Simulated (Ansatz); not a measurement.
# B3LYP/def2-SVP (core potential) run of C2HClFIn (SMILES C#[C][In]([F])[Cl])

Aim: the vertical singlet–triplet gap of C2HClFIn at B3LYP/def2-SVP (core potential), from 2 runs. 

The calculation is run with Ansatz 0.2.0.

117 further runs of the same task are left out: 1 that didn't finish, 116 set aside as unsound or not needed.

**1. The structure to begin with**

The species is C2HClFIn (6 atoms), meant as a singlet with charge 0. As SMILES, `C#[C][In]([F])[Cl]`. Geometry: relaxed at PBE0-D4/def2-TZVP.

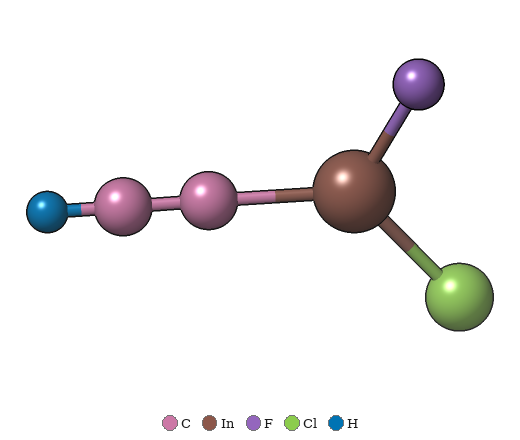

The structure, seen from a chosen angle (carbon pink, indium brown, fluorine purple, chlorine green, hydrogen blue).

**2. The energy at B3LYP/def2-SVP (core potential)**

job.yaml

```yaml
crystal:
  periodic: [false, false, false]
  atoms:
    - {symbol: C, position_ang: [1.088300, 0.340300, 1.700800]}
    - {symbol: C, position_ang: [0.438900, 0.120100, 0.708700]}
    - {symbol: In, position_ang: [-0.655800, -0.235700, -0.984700]}
    - {symbol: F, position_ang: [-1.773600, -1.806600, -1.123700]}
    - {symbol: Cl, position_ang: [-0.759200, 1.049500, -2.880900]}
    - {symbol: H, position_ang: [1.661500, 0.532400, 2.579900]}
basis:
  gaussian: {orbitals: def2-SVP}
total_charge: 0
hamiltonian: {xc: {name: B3LYP}}
accuracy: high
output: {orbitals: {seedname: orbitals}}
```

Launch:

```
$ ansatz run job.yaml --threads 1 --pin off --max-ram 3480MiB --events-out events.jsonl --progress --plain --runs-dir runs
```

Log:

```text
Warning: RAYON_NUM_THREADS=1 ignored (pool sized by the plan → 1); use --threads N
Functional definition: B3LYP
  name "B3LYP"
  parameter a0 = 0.2
  parameter ax = 0.72
  parameter ac = 0.81
  exchange = (1 - a0 - ax)*slater_x + ax*b88_x + a0*exact_x
  correlation = (1 - ac)*vwn_rpa_c + ac*lyp_c
1941 factors; integrals over basis functions are off by at most 3.4e-9 eV
mean field evaluation 1: about -22490.2105 eV, gradient 5.7e1 eV
mean field evaluation 2: about -22471.9401 eV, gradient 1.1e2 eV
mean field evaluation 4: about -22497.6401 eV, gradient 7.3e0 eV
mean field evaluation 8: about -22497.8633 eV, gradient 9.1e-1 eV
mean field evaluation 16: about -22497.8655 eV, gradient 6.4e-5 eV
mean field -22497.86554089 eV, -826.7813090269 hartree, gradient 1.9e-8 eV, S^2 0.000000; 0 other end points of the search recorded, 0 dependent functions left out
reference -22497.86558296 eV, -826.7813105727 hartree; 30, 30 occupied and 61, 61 virtual orbitals, 1941 factors
Total energy: -22497.86558296 eV, -826.7813105727 hartree
```

It took 9 s on 1 thread of Arm Neoverse V2, shared host; peak memory 0.32 GiB.

**3. The triplet at the same level**

run.yaml

```yaml
crystal:
  periodic: [false, false, false]
  atoms:
    - {symbol: C, position_ang: [1.088300, 0.340300, 1.700800]}
    - {symbol: C, position_ang: [0.438900, 0.120100, 0.708700]}
    - {symbol: In, position_ang: [-0.655800, -0.235700, -0.984700]}
    - {symbol: F, position_ang: [-1.773600, -1.806600, -1.123700]}
    - {symbol: Cl, position_ang: [-0.759200, 1.049500, -2.880900]}
    - {symbol: H, position_ang: [1.661500, 0.532400, 2.579900]}
basis:
  gaussian:
    orbitals: def2-SVP
hamiltonian:
  xc: {name: B3LYP}
magnetization:
  spin_polarized: true
  initial_magnetization: 2
accuracy: high
output: {orbitals: {seedname: orbitals}}
```

Launch:

```
$ ansatz run run.yaml --threads 1 --pin off --max-ram 3480MiB --events-out events.jsonl --progress --plain --runs-dir runs
```

Log, shortened:

```text
Warning: RAYON_NUM_THREADS=1 ignored (pool sized by the plan → 1); use --threads N
[... 7 set-up lines as earlier in the session ...]
1941 factors; integrals over basis functions are off by at most 3.4e-9 eV
mean field evaluation 1: about -22474.0608 eV, gradient 5.2e1 eV
mean field evaluation 2: about -22320.6241 eV, gradient 1.3e2 eV
mean field evaluation 4: about -22481.2719 eV, gradient 4.1e1 eV
mean field evaluation 8: about -22492.7957 eV, gradient 1.6e0 eV
mean field evaluation 16: about -22492.9298 eV, gradient 1.2e-2 eV
mean field evaluation 32: about -22492.9298 eV, gradient 2.6e-5 eV
mean field evaluation 64: about -22491.0435 eV, gradient 5.5e0 eV
mean field -22492.92981832 eV, -826.5999245677 hartree, gradient 9.5e-8 eV, S^2 2.004449; 6 other end points of the search recorded, 0 dependent functions left out
reference -22492.92985970 eV, -826.5999260885 hartree; 31, 29 occupied and 60, 62 virtual orbitals, 1941 factors
Total energy: -22492.92985970 eV, -826.5999260885 hartree
```

It took 43 s on 1 thread of Arm Neoverse V2, shared host; peak memory 0.49 GiB.

**4. What came out**

Level: B3LYP/def2-SVP (core potential).

| quantity | value |
| --- | --- |
| singlet: total energy | -826.78131 Eh |
| singlet: HOMO energy | -8.57 eV |
| singlet: LUMO energy | -2.10 eV |
| singlet: HOMO–LUMO gap | 6.47 eV |
| triplet: total energy | -826.59993 Eh |
| triplet: HOMO energy (highest over α and β) | -4.14 eV |
| triplet: ⟨S²⟩ | 2.004 |
| vertical energy of the triplet above the singlet | 4.936 eV |

**Reading.** At this shape the triplet lies 4.94 eV (476 kJ/mol) above the singlet.
